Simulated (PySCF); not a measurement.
CH$_{8}$OSi$_{2}$: excited-state calculation

CH$_{8}$OSi$_{2}$, SMILES C[SiH2][SiH2]O, computed with TDDFT (CAM-B3LYP)/ANO-RCC-VDZP, RKS, sfX2C (PySCF 2.14.0).

The run did not end well. The geometry comes from this level: PBE0-D4/def2-TZVP.

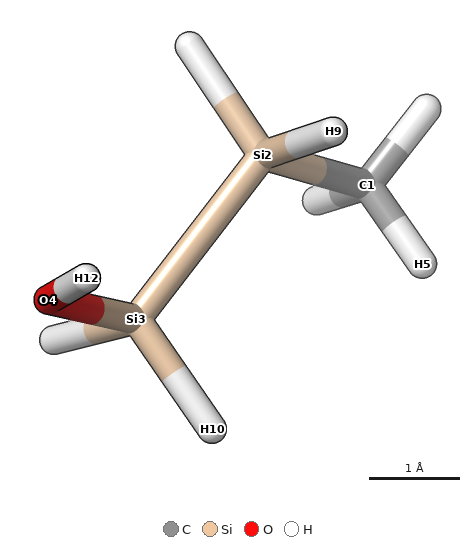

*The input geometry (stick view, seen at a tilt; atoms are numbered from 1 in the order of the input).*

Bond lengths as drawn: C–H 1.09 Å, C–Si 1.88 Å, H–O 0.96 Å, H–Si 1.49 to 1.50 Å, O–Si 1.66 Å and Si–Si 2.35 Å.

## Input (run.py)
```python
from pyscf import gto, dft, tdscf

mol = gto.Mole()
mol.atom = 'input.xyz'
mol.charge = 0
mol.verbose = 4
mol.basis = 'ano-rcc-vdzp'
mol.max_memory = 1860
mol.build()

calc0 = dft.RKS(mol, xc='cam-b3lyp')
calc0 = calc0.x2c()
calc0.conv_tol = 1e-10
calc0.grids.level = 4
calc0.kernel()
if not calc0.converged:
    calc0 = calc0.newton().run(calc0.mo_coeff, calc0.mo_occ)

e_tot = calc0.e_tot
print('E = %.10f Eh' % e_tot)

td = tdscf.TDDFT(calc0)
td.nstates = 3
td.kernel()
td.analyze()
roots = td.e * 27.211386
osc = td.oscillator_strength()
print('state   eV      nm      f')
for i, (w, f) in enumerate(zip(roots, osc), 1):
    print('%3d %9.4f %8.1f %9.5f' % (i, w, 1239.842 / w, f))
```

## File input.xyz
```
12
CH8OSi2
C     -1.363900     1.513800    -0.148900
Si    -0.392800     0.194400     0.769900
Si     0.929600    -1.075200    -0.697500
O      1.869100    -2.191700     0.084900
H     -0.692800     2.186400    -0.687200
H     -1.958800     2.110300     0.546100
H     -2.043300     1.060200    -0.874000
H     -1.318500    -0.701500     1.520400
H      0.506600     0.832900     1.777800
H      1.768000    -0.141100    -1.510100
H      0.088400    -1.859400    -1.638400
H      2.426500    -1.874200     0.796300
```

Machine: 1 thread of Intel Xeon @ 2.60GHz (Ice Lake), 24 GiB of memory available, shared host.

Command:
```bash
OMP_NUM_THREADS=1 python run.py
```

## What the program printed
```
PySCF version 2.14.0

[INPUT] num. atoms = 12
[INPUT] num. electrons = 50
[INPUT] charge = 0
[INPUT] spin (= nelec alpha-beta = 2S) = 0
[INPUT] symmetry False subgroup None
[INPUT] Mole.unit = angstrom
[INPUT] Symbol           X                Y                Z      unit          X                Y                Z       unit  Magmom
[INPUT]  1 C     -1.363900000000   1.513800000000  -0.148900000000 AA   -2.577397461294   2.860667407367  -0.281380219948 Bohr   0.0
[INPUT]  2 Si    -0.392800000000   0.194400000000   0.769900000000 AA   -0.742284421729   0.367362758615   1.454900143303 Bohr   0.0
[INPUT]  3 Si     0.929600000000  -1.075200000000  -0.697500000000 AA    1.756689405396  -2.031833529132  -1.318083971884 Bohr   0.0
[INPUT]  4 O      1.869100000000  -2.191700000000   0.084900000000 AA    3.532087099425  -4.141712747209   0.160437747976 Bohr   0.0
[INPUT]  5 H     -0.692800000000   2.186400000000  -0.687200000000 AA   -1.309202259099   4.131697198749  -1.298619792801 Bohr   0.0
[INPUT]  6 H     -1.958800000000   2.110300000000   0.546100000000 AA   -3.701595532798   3.987889040670   1.031979436625 Bohr   0.0
[INPUT]  7 H     -2.043300000000   1.060200000000  -0.874000000000 AA   -3.861277390324   2.003487637264  -1.651620632870 Bohr   0.0
[INPUT]  8 H     -1.318500000000  -0.701500000000   1.520400000000 AA   -2.491603895239  -1.325642876382   2.873139599789 Bohr   0.0
[INPUT]  9 H      0.506600000000   0.832900000000   1.777800000000 AA    0.957335254705   1.573952889150   3.359555104252 Bohr   0.0
[INPUT] 10 H      1.768000000000  -0.141100000000  -1.510100000000 AA    3.341035788231  -0.266640356176  -2.853675420706 Bohr   0.0
[INPUT] 11 H      0.088400000000  -1.859400000000  -1.638400000000 AA    0.167051789412  -3.513756756016  -3.096127282487 Bohr   0.0
[INPUT] 12 H      2.426500000000  -1.874200000000   0.796300000000 AA    4.585420441257  -3.541724702660   1.504788912991 Bohr   0.0

nuclear repulsion = 218.540405458321
number of shells = 28
number of NR pGTOs = 438
number of NR cGTOs = 104
basis = ano-rcc-vdzp
ecp = {}

******** <class 'pyscf.x2c.sfx2c1e.sfX2C1eRKS'> ********
method = sfX2C1eRKS
initial guess = minao
damping factor = 0
level_shift factor = 0
DIIS = <class 'pyscf.scf.diis.CDIIS'>
diis_start_cycle = 1
diis_space = 8
diis_damp = 0
SCF conv_tol = 1e-10
SCF conv_tol_grad = None
SCF max_cycles = 50
direct_scf = True
direct_scf_tol = 1e-13
XC library pyscf.dft.libxc version 7.0.0
    S. Lehtola, C. Steigemann, M. J.T. Oliveira, and M. A.L. Marques.,  SoftwareX 7, 1–5 (2018)
XC functionals = cam-b3lyp
    T. Yanai, D. P. Tew, and N. C. Handy.,  Chem. Phys. Lett. 393, 51 (2004)
radial grids:
    Treutler-Ahlrichs [JCP 102, 346 (1995); DOI:10.1063/1.469408] (M4) radial grids

becke partition: Becke, JCP 88, 2547 (1988); DOI:10.1063/1.454033
pruning grids: <function nwchem_prune>
grids dens level: 4
symmetrized grids: False
atomic radii adjust function: <function treutler_atomic_radii_adjust>
small_rho_cutoff = 0

******** <class 'pyscf.x2c.sfx2c1e.SpinFreeX2CHelper'> ********
approx = 1e
xuncontract = 1
Set gradient conv threshold to 1e-05
Initial guess from minao.
tot grids = 240368
init E= -698.441589058309
  HOMO = -0.294793581004497  LUMO = -0.0448090467014914  gap/eV = 6.80243
cycle= 1 E= -698.371685785285  delta_E= 0.0699  |g|= 0.704  |ddm|= 4.24
  HOMO = -0.234521304743437  LUMO = 0.0204284270748047  gap/eV = 6.93754
cycle= 2 E= -698.289003544719  delta_E= 0.0827  |g|= 0.98  |ddm|= 1.11
  HOMO = -0.325619235354283  LUMO = 0.0129948425093382  gap/eV = 9.21416
cycle= 3 E= -698.475632564487  delta_E= -0.187  |g|= 0.059  |ddm|= 0.648
  HOMO = -0.324061610536964  LUMO = 0.015364340250374  gap/eV = 9.23625
cycle= 4 E= -698.47631134637  delta_E= -0.000679  |g|= 0.0295  |ddm|= 0.0697
```

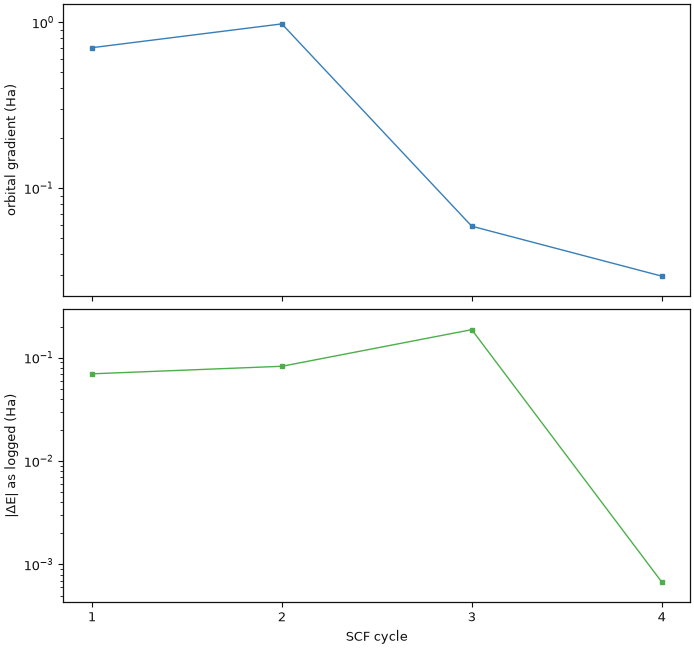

*Convergence of the self-consistent field: orbital gradient and size of the energy change against the SCF cycle.*

The run ended after 4 cycles.

```
  HOMO = -0.324676275696391  LUMO = 0.0159094703836353  gap/eV = 9.26781
```

## Outcome

```json
{"quantity": "outcome", "value": "stopped at the time limit"}
{"quantity": "basis functions", "value": "104"}
{"quantity": "wall time", "value": "3.4 min"}
{"quantity": "peak memory", "value": "0.56 GiB"}
```

## Diagnosis

The run was cut off by its time limit, so the output is incomplete.
